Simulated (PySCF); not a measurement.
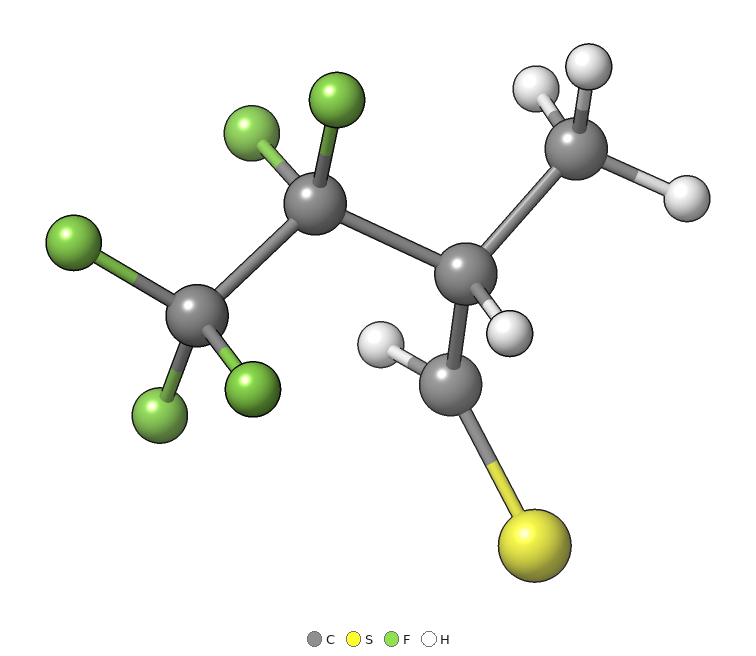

The picture shows a molecular structure as a ball-and-stick model.

Computed geometry: PBE0-D3(BJ)/def2-SVP optimisation. No frequency run is at hand to confirm it as a minimum.

Which formula does it have?

Answer. C5H5F5S, 16 atoms: 5 carbon, 5 hydrogen, 5 fluorine and 1 sulfur.

Name functional groups in it.

Answer. Among them: C–F bond.

Count the bonded pairs by element.

Answer. 5 C–F, 5 C–H, 4 C–C, 1 C–S.

Give the symmetry (Schoenflies symbol).

Answer. C1.

The parts below concern this one geometry. Atoms keep their numbers from picture to picture.

## NMR shielding

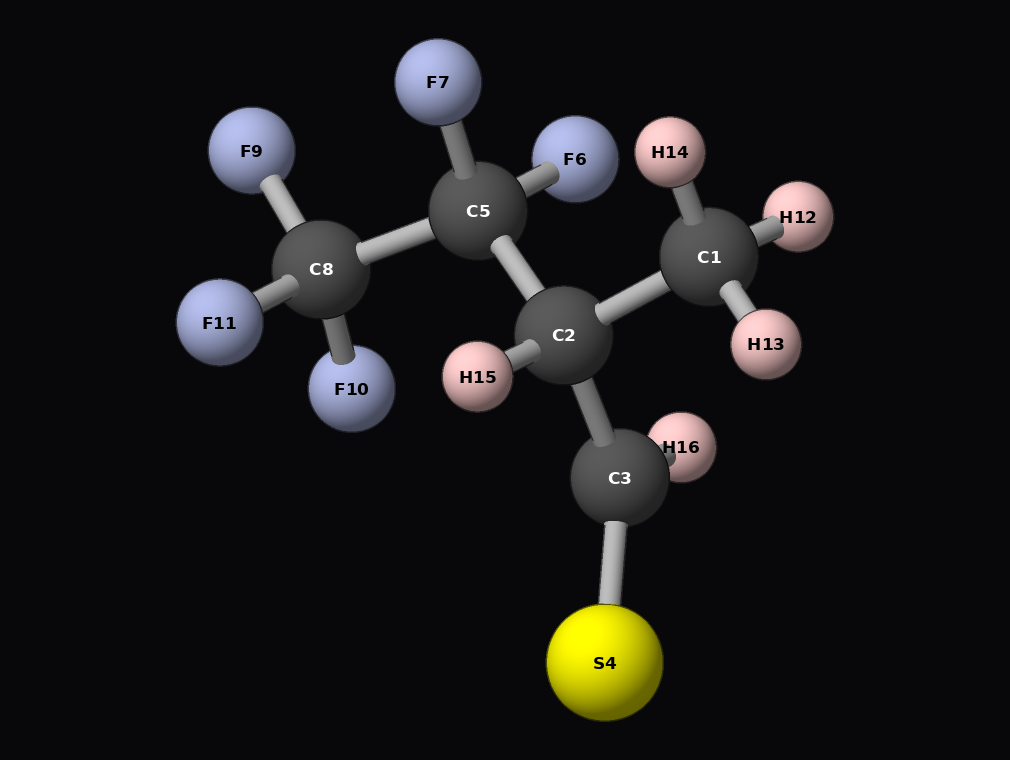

No frequency run is at hand to confirm it as a minimum. Method: GIAO PBE0/pcSseg-1 NMR shielding, non-relativistic, IEF-PCM water (PySCF 2.14.0). Principal shieldings σ11 ≤ σ22 ≤ σ33, span Ω = σ33 − σ11, skew κ = 3(σiso − σ22)/Ω.

Give the shielding tensors of the S atoms.

```tsv
atom	σ11	σ22	σ33	σiso	Ω	κ
S4	−1891.3	−401.2	708.1	−528.2	2599.4	−0.15
```

Shieldings and span in ppm.

## Electronic properties

No frequency run is at hand to confirm it as a minimum. Level of theory: PBE0/pcSseg-1 in water (IEF-PCM) (PySCF 2.14.0).

Predict the main results.

- dipole moment: 2.36 D
- HOMO energy (Kohn–Sham orbital): −6.92 eV
- LUMO energy (Kohn–Sham orbital): −2.54 eV
- HOMO–LUMO gap: 4.38 eV

## Quadrupole coupling

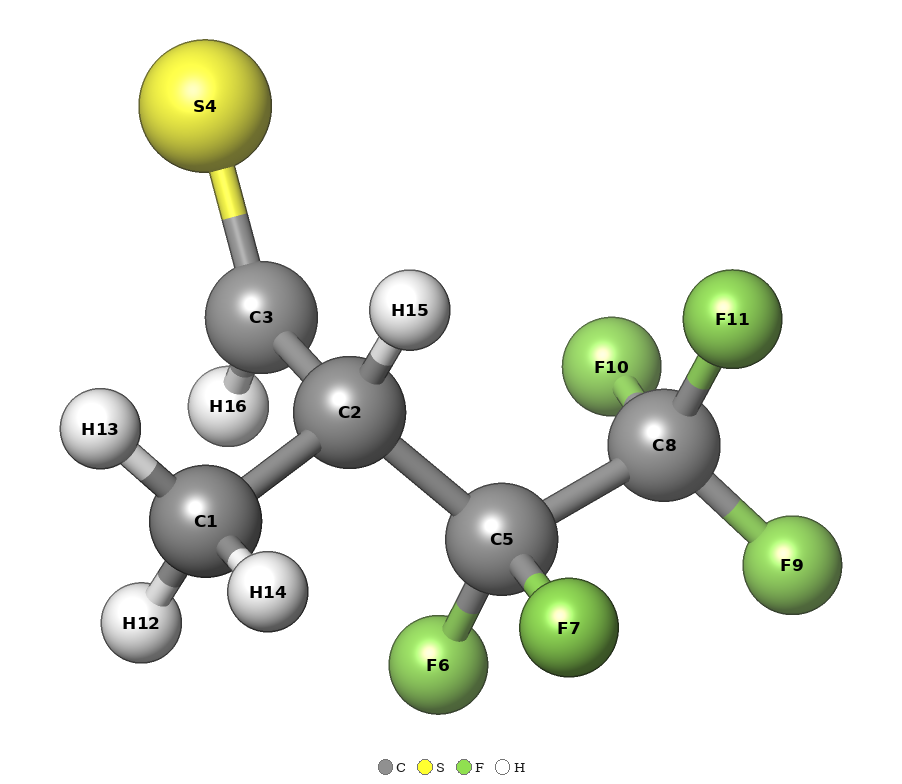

No frequency run is at hand to confirm it as a minimum. Electric field gradients from the ground-state density, PBE0/pcSseg-1 in dichloromethane (IEF-PCM) (PySCF 2.14.0), non-relativistic apart from any core potentials.

Give the largest field-gradient component, the quadrupole coupling constant and the asymmetry for 33S at S4 (Q = −67.81 mb), 2H at H12 (Q = 2.86 mb), 2H at H13 (Q = 2.86 mb), 2H at H14 (Q = 2.86 mb), 2H at H15 (Q = 2.86 mb).

```csv
atom,V_zz (a.u.),e²qQ/h (MHz),η
S4,−3.003,47.8,0.33
H12,0.287,0.193,0.04
H13,0.291,0.195,0.04
H14,0.290,0.195,0.04
H15,0.273,0.184,0.03
```
